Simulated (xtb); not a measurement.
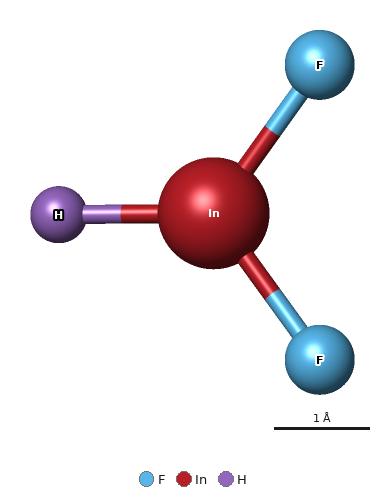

*The starting structure (ball-and-stick view, seen at a tilt). Sticks mark near contacts.*

**InHF2: geometry relaxation (part 1 of 2)**

System: InHF2, SMILES [F][InH][F].
Method: GFN1-xTB (xtb 6.7.1).

The geometry comes from this level: PBE0-D4/def2-TZVP.

**Input (start.xyz)**
```
4
F2HIn
F     -1.69430000    -0.66880000     0.24170000
In     0.04380000     0.11380000    -0.08840000
F      1.34080000    -1.00470000     0.81120000
H      0.36540000     1.49940000    -0.98480000
```

**File xtb.inp**
```
$chrg 0
$spin 0
$end
```

Hardware: 1 thread of Arm Neoverse V1, 24 GiB of memory available, shared host.

Command:
```bash
xtb start.xyz --gfn 1 -I xtb.inp --ohess vtight > run.log
```

**Output**
```
* xtb version 6.7.1
   ID    Z sym.   atoms
    1    9 F      1, 3
    2   49 In     2
    3    1 H      4

           -------------------------------------------------
          |                Calculation Setup                |
           -------------------------------------------------

          program call               : xtb start.xyz --gfn 1 -I xtb.inp --ohess vtight
          coordinate file            : start.xyz
          omp threads                :                     1

           -------------------------------------------------
          |                 G F N 1 - x T B                 |
           -------------------------------------------------

      * Hamiltonian:
        H0-scaling (s, p, d)           1.850000    2.250000    2.000000
        zeta-weighting                 0.000000
      * Dispersion:
        s8                             2.400000
        a1                             0.630000
        a2                             5.000000
        s9                             0.000000
      * Repulsion:
        kExp                           1.500000
        rExp                           1.000000
      * Coulomb:
        alpha                          2.000000
        third order                    atomic
        anisotropic                    false
      * Halogen bond correction:
        rad-scale                      1.300000
        damping                        0.440000

          ...................................................
          :                      SETUP                      :
          :.................................................:
          :  # basis functions                  20          :
          :  # atomic orbitals                  19          :
          :  # shells                            9          :
          :  # electrons                        18          :
          :  # halogen bonds                     0          :
          :  max. iterations                   250          :
          :  Hamiltonian                  GFN1-xTB          :
          :  restarted?                      false          :
          :  GBSA solvation                  false          :
          :  PC potential                    false          :
          :  electronic temp.          300.0000000     K    :
          :  accuracy                    1.0000000          :
          :  -> integral cutoff          0.2500000E+02      :
          :  -> integral neglect         0.1000000E-07      :
          :  -> SCF convergence          0.1000000E-05 Eh   :
          :  -> wf. convergence          0.2000000E-04 e    :
          :  Broyden damping             0.4000000          :
          :  net charge                          0          :
          :  unpaired electrons                  0          :
          ...................................................

 iter      E             dE          RMSdq      gap      omega  full diag
   1    -12.3869300 -0.123869E+02  0.351E+00    5.74       0.0  T
   2    -12.3917480 -0.481792E-02  0.179E+00    5.33       1.0  T
   3    -12.3917530 -0.501451E-05  0.569E-01    5.41       1.0  T
   4    -12.3918117 -0.587766E-04  0.184E-02    5.37       2.7  T
   5    -12.3918126 -0.819508E-06  0.755E-04    5.37      66.2  T
   6    -12.3918126 -0.149463E-08  0.552E-05    5.37     905.9  T
   7    -12.3918126 -0.290790E-11  0.942E-06    5.37    5305.4  T

   *** convergence criteria satisfied after 7 iterations ***

         #    Occupation            Energy/Eh            Energy/eV
      -------------------------------------------------------------
         1        2.0000           -0.7796954             -21.2166
       ...           ...                  ...                  ...
         3        2.0000           -0.6390081             -17.3883
         4        2.0000           -0.4796349             -13.0515
         5        2.0000           -0.4700789             -12.7915
         6        2.0000           -0.4694857             -12.7754
         7        2.0000           -0.4604187             -12.5286
         8        2.0000           -0.4585442             -12.4776
         9        2.0000           -0.4584472             -12.4750 (HOMO)
        10                         -0.2610272              -7.1029 (LUMO)
        11                         -0.1562803              -4.2526
        12                         -0.1509033              -4.1063
        13                         -0.1456528              -3.9634
        14                         -0.1420383              -3.8651
       ...                                ...                  ...
        19                          0.6093110              16.5802
      -------------------------------------------------------------
                  HL-Gap            0.1974200 Eh            5.3721 eV
             Fermi-level           -0.3597372 Eh           -9.7889 eV

 SCC (total)                   0 d,  0 h,  0 min,  0.002 sec
 SCC setup                      ...        0 min,  0.000 sec (  2.689%)
 Dispersion                     ...        0 min,  0.000 sec (  1.199%)
 classical contributions        ...        0 min,  0.000 sec (  0.234%)
 integral evaluation            ...        0 min,  0.001 sec ( 23.191%)
 iterations                     ...        0 min,  0.001 sec ( 36.852%)
 molecular gradient             ...        0 min,  0.001 sec ( 30.740%)
 printout                       ...        0 min,  0.000 sec (  4.565%)

         :::::::::::::::::::::::::::::::::::::::::::::::::::::
         ::                     SUMMARY                     ::
         :::::::::::::::::::::::::::::::::::::::::::::::::::::
         :: total energy             -12.380635753383 Eh    ::
         :: gradient norm              0.019739681392 Eh/a0 ::
         :: HOMO-LUMO gap              5.372072767732 eV    ::
         ::.................................................::
         :: SCC energy               -12.391812569983 Eh    ::
         :: -> electrostatic           0.068486592002 Eh    ::
         :: repulsion energy           0.011689999744 Eh    ::
         :: dispersion energy         -0.000513183144 Eh    ::
         :: halogen bond corr.         0.000000000000 Eh    ::
         :: add. restraining           0.000000000000 Eh    ::
         :: total charge               0.000000000000 e     ::
         :::::::::::::::::::::::::::::::::::::::::::::::::::::

      -----------------------------------------------------------
     |                   =====================                   |
     |                        A N C O P T                        |
     |                   =====================                   |
     |               Approximate Normal Coordinate               |
     |                Rational Function Optimizer                |
      -----------------------------------------------------------

          ...................................................
          :                      SETUP                      :
          :.................................................:
          :   optimization level         verytight          :
          :   max. optcycles                   200          :
          :   ANC micro-cycles                  20          :
          :   degrees of freedom                 6          :
          :.................................................:
          :   RF solver                   davidson          :
          :   write xtbopt.log                true          :
          :   linear?                        false          :
          :   energy convergence         0.1000000E-06 Eh   :
          :   grad. convergence          0.2000000E-03 Eh/α :
          :   maximum RF displ.          1.0000000          :
          :   Hlow (freq-cutoff)         0.1000000E-01      :
          :   Hmax (freq-cutoff)         5.0000000          :
          :   S6 in model hess.         20.0000000          :
          ...................................................

generating ANC from exact Hessian ...
Using Lindh-Hessian (1995)
 Shifting diagonal of input Hessian by    9.6410305050606774E-003
 Lowest  eigenvalues of input Hessian
    0.000000    0.000000    0.000000    0.000000    0.000000    0.000000
    0.010000    0.018424    0.022721    0.141830    0.487333    0.569010
 Highest eigenvalues
    0.010000    0.018424    0.022721    0.141830    0.487333    0.569010

........................................................................
.............................. CYCLE    1 ..............................
........................................................................

 iter      E             dE          RMSdq      gap      omega  full diag
   1    -12.3918126 -0.123918E+02  0.887E-09    5.37       0.0  T
   2    -12.3918126 -0.159872E-13  0.484E-09    5.37  100000.0  T
   3    -12.3918126  0.532907E-14  0.230E-09    5.37  100000.0  T
     SCC iter.                  ...        0 min,  0.000 sec
     gradient                   ...        0 min,  0.001 sec
 * total energy  :   -12.3806358 Eh     change       -0.3073097E-12 Eh
   gradient norm :     0.0197397 Eh/α   predicted     0.0000000E+00 (-100.00%)
   displ. norm   :     0.1288559 α      lambda       -0.2405556E-02
   maximum displ.:     0.1251512 α      in ANC's #4, #3, #5, ...

........................................................................
.............................. CYCLE    2 ..............................
........................................................................

 iter      E             dE          RMSdq      gap      omega  full diag
   1    -12.3981283 -0.123981E+02  0.184E-01    5.88       0.0  T
   2    -12.3981843 -0.560100E-04  0.917E-02    5.84       1.0  T
   3    -12.3981846 -0.297732E-06  0.431E-02    5.84       1.2  T
   4    -12.3981847 -0.625654E-07  0.676E-04    5.84      74.0  T
   5    -12.3981847 -0.110083E-08  0.106E-05    5.84    4699.3  T
   6    -12.3981847 -0.525802E-12  0.315E-06    5.84   15892.9  T
     SCC iter.                  ...        0 min,  0.000 sec
     gradient                   ...        0 min,  0.001 sec
 * total energy  :   -12.3819520 Eh     change       -0.1316251E-02 Eh
   gradient norm :     0.0168574 Eh/α   predicted    -0.1222748E-02 (  -7.10%)
   displ. norm   :     0.0452434 α      lambda       -0.6330640E-03
   maximum displ.:     0.0397375 α      in ANC's #5, #4, #3, ...

........................................................................
.............................. CYCLE    3 ..............................
........................................................................

 iter      E             dE          RMSdq      gap      omega  full diag
   1    -12.3993586 -0.123994E+02  0.976E-02    5.95       0.0  T
   2    -12.3993848 -0.261873E-04  0.389E-02    5.98       1.3  T
   3    -12.3993851 -0.348415E-06  0.199E-02    5.98       2.5  T
   4    -12.3993851 -0.151321E-09  0.354E-03    5.98      14.1  T
   5    -12.3993851 -0.608127E-08  0.287E-06    5.98   17395.5  T
   6    -12.3993851 -0.337508E-13  0.368E-07    5.98  100000.0  T
     SCC iter.                  ...        0 min,  0.000 sec
     gradient                   ...        0 min,  0.001 sec
 * total energy  :   -12.3823634 Eh     change       -0.4114011E-03 Eh
   gradient norm :     0.0049964 Eh/α   predicted    -0.3171801E-03 ( -22.90%)
   displ. norm   :     0.0272161 α      lambda       -0.8473879E-04
   maximum displ.:     0.0200597 α      in ANC's #3, #5, #4, ...

........................................................................
.............................. CYCLE    4 ..............................
........................................................................

 iter      E             dE          RMSdq      gap      omega  full diag
   1    -12.3997529 -0.123998E+02  0.423E-02    6.02       0.0  T
   2    -12.3997585 -0.557026E-05  0.163E-02    6.04       3.1  T
   3    -12.3997585 -0.583418E-07  0.862E-03    6.04       5.8  T
   4    -12.3997585 -0.186411E-10  0.139E-03    6.04      36.1  T
   5    -12.3997585 -0.103132E-08  0.598E-07    6.04   83650.6  T
   6    -12.3997585 -0.355271E-14  0.126E-07    6.04  100000.0  T
     SCC iter.                  ...        0 min,  0.000 sec
     gradient                   ...        0 min,  0.001 sec
 * total energy  :   -12.3824048 Eh     change       -0.4136007E-04 Eh
   gradient norm :     0.0003467 Eh/α   predicted    -0.4240022E-04 (   2.51%)
   displ. norm   :     0.0094503 α      lambda       -0.1206421E-05
   maximum displ.:     0.0092797 α      in ANC's #3, #4, #5, ...

........................................................................
.............................. CYCLE    5 ..............................
........................................................................

 iter      E             dE          RMSdq      gap      omega  full diag
   1    -12.3996836 -0.123997E+02  0.348E-03    6.03       0.0  T
   2    -12.3996836 -0.179096E-07  0.147E-03    6.03      34.1  T
   3    -12.3996836 -0.616465E-09  0.593E-04    6.03      84.4  T
   4    -12.3996836 -0.181650E-10  0.133E-07    6.03  100000.0  T
   5    -12.3996836  0.177636E-14  0.376E-08    6.03  100000.0  T
     SCC iter.                  ...        0 min,  0.000 sec
     gradient                   ...        0 min,  0.001 sec
 * total energy  :   -12.3824056 Eh     change       -0.8108419E-06 Eh
   gradient norm :     0.0000962 Eh/α   predicted    -0.6034642E-06 ( -25.58%)
   displ. norm   :     0.0011120 α      lambda       -0.6416504E-07
   maximum displ.:     0.0008950 α      in ANC's #4, #3, #5, ...

........................................................................
.............................. CYCLE    6 ..............................
........................................................................

 iter      E             dE          RMSdq      gap      omega  full diag
   1    -12.3997263 -0.123997E+02  0.148E-03    6.03       0.0  T
   2    -12.3997263 -0.535080E-09  0.837E-04    6.03      59.7  T
   3    -12.3997263 -0.929390E-11  0.141E-04    6.03     354.5  T
   4    -12.3997263 -0.940759E-11  0.204E-06    6.03   24484.8  T
     SCC iter.                  ...        0 min,  0.000 sec
     gradient                   ...        0 min,  0.001 sec
 * total energy  :   -12.3824056 Eh     change       -0.2562114E-07 Eh
   gradient norm :     0.0000445 Eh/α   predicted    -0.3092071E-07 (  20.68%)
   displ. norm   :     0.0005543 α      lambda       -0.1096408E-07
   maximum displ.:     0.0004636 α      in ANC's #3, #4, #5, ...

   *** GEOMETRY OPTIMIZATION CONVERGED AFTER 6 ITERATIONS ***

------------------------------------------------------------------------
 total energy gain   :        -0.0017698 Eh       -1.1106 kcal/mol
 total RMSD          :         0.0850253 a0        0.0450 Å
 total power (kW/mol):        -0.7744562 (step) -481.6892 (real)
------------------------------------------------------------------------

 ANCopt (total)                0 d,  0 h,  0 min,  0.010 sec
 optimizer setup                ...        0 min,  0.000 sec (  0.551%)
 model hessian                  ...        0 min,  0.000 sec (  0.505%)
 ANC generation                 ...        0 min,  0.000 sec (  0.437%)
 coordinate transformation      ...        0 min,  0.000 sec (  0.233%)
 single point calculation       ...        0 min,  0.009 sec ( 92.487%)
 optimization log               ...        0 min,  0.000 sec (  2.094%)
 hessian update                 ...        0 min,  0.000 sec (  0.163%)
 rational function              ...        0 min,  0.000 sec (  2.028%)

================
 final structure:
================
4
 xtb: 6.7.1 (unknown-commit)
F           -1.64849095597990       -0.64947727032396        0.23389256967321
In           0.04331622322747        0.11157040136345       -0.08701094790112
F            1.30601573865247       -0.97647321295450        0.78828053775119
H            0.35485899409995        1.45408008191501       -0.95546215952328

 Bond Distances (Angstroems)
 ---------------------------
F1-In2=1.8827        In2-F1=1.8827        In2-F3=1.8827        In2-H4=1.6290        F3-In2=1.8827        H4-In2=1.6290
 In H  Rav=1.6290 sigma=0.0000  Rmin=1.6290  Rmax=1.6290     1
 In F  Rav=1.8827 sigma=0.0000  Rmin=1.8827  Rmax=1.8827     2

 selected bond angles (degree)
```
